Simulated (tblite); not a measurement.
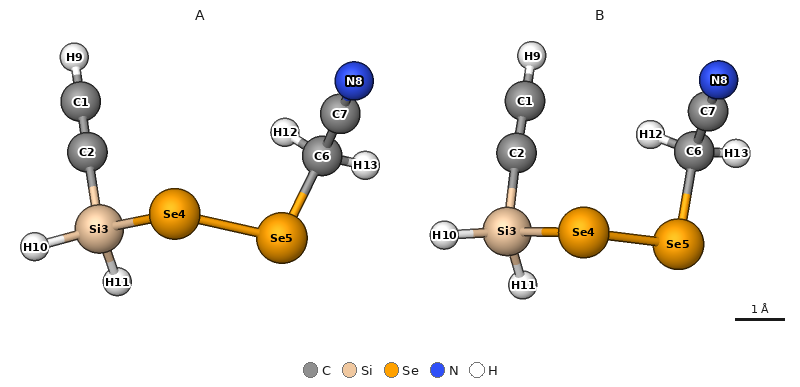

Two geometries of C4H5NSe2Si, drawn at one scale. One is the start of a relaxation, the other its converged end. Style: ball-and-stick. Shown at a tilt.

All numbers below come from tblite, GFN2-xTB geometry optimisation, gas phase. 

Q: Which geometry has the lower energy?

A: Structure B is the relaxed one. After 111 geometry steps the energy has fallen by 0.324 eV. The largest move after the best rigid fit is that of H9, 1.21 Å. Largest moves by element: H 1.21 Å, C 0.93 Å, N 0.76 Å, Se 0.49 Å, Si 0.21 Å. Some distances before and after: Si3–Se4 2.259 → 2.339 Å, Se4–Se5 2.350 → 2.295 Å, Se5–C6 1.968 → 2.009 Å, C6–C7 1.454 → 1.428 Å. Bond angles that change, for instance: Si3–Se4–Se5 113.6° → 100.2°, H10–Si3–H11 106.6° → 116.5°, Se4–Si3–H10 111.7° → 104.2°.
